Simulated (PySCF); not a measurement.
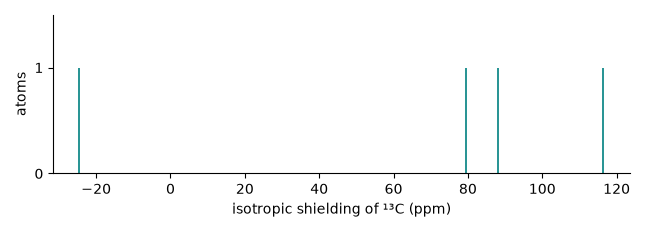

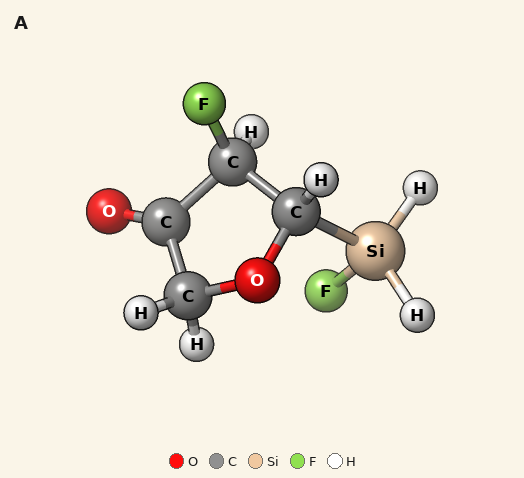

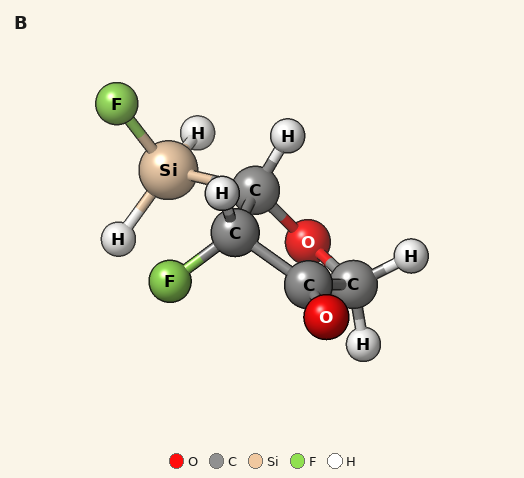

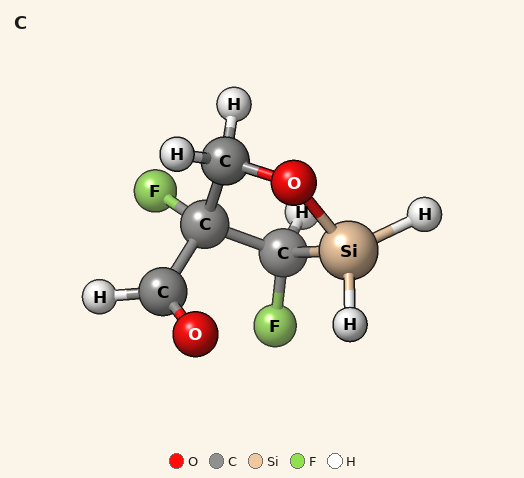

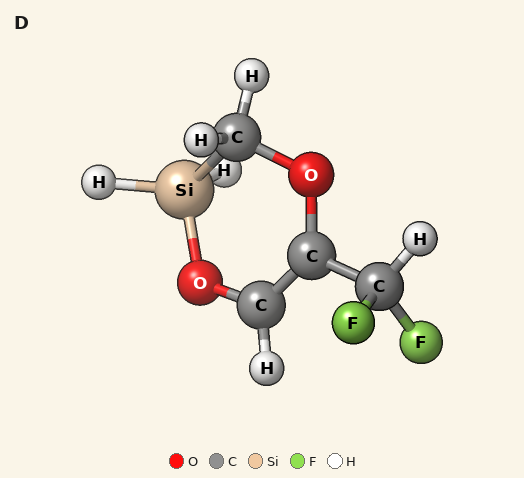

The sticks are computed shieldings of one of the molecules, for one fixed geometry (GFN2-xTB) without averaging over rotations. Low shielding means a high chemical shift. Method: GIAO PBE0/pcSseg-1 NMR shielding, non-relativistic, gas phase (PySCF 2.14.0).

Match the spectrum to a structure.

C, `O=C[C@@]1(F)CO[SiH2][C@H]1F`. Its 4 C atoms give lines at −24.5, 79.4, 88.2, 116.4 ppm.

The geometry is semi-empirical. Around Si such bond lengths and angles can be off by a tenth of an ångström or more and by several degrees, and values that hang on the shape move with them.
